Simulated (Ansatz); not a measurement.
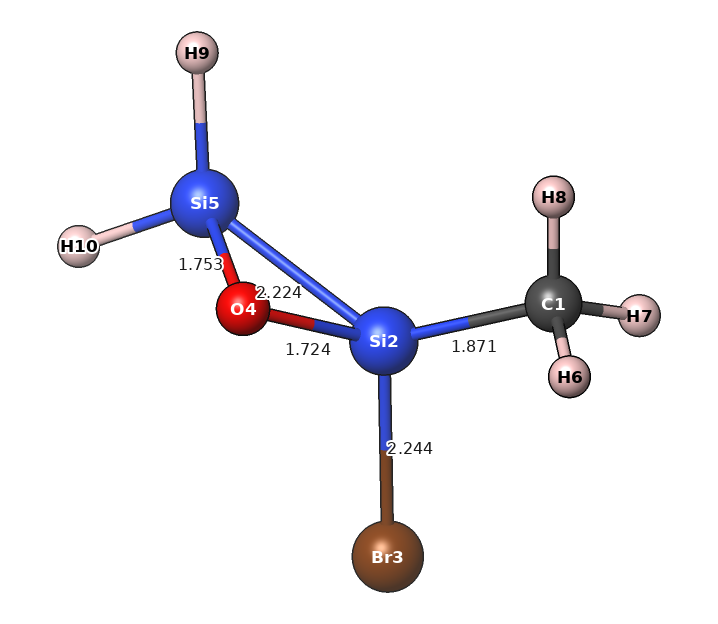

The numbers beside the sticks are distances in Å. Sticks don't show bond order. Computed geometry: PBE-D4/def2-SVP optimisation. No frequency run is at hand to confirm it as a minimum.

**Which of the marked bonds are single, double, triple or aromatic?**

C1–Si2 single; Si2–Br3 single; Si2–O4 single; Si2–Si5 single; O4–Si5 single.

**Write the SMILES.**

C[Si@@]1(Br)O[SiH2]1
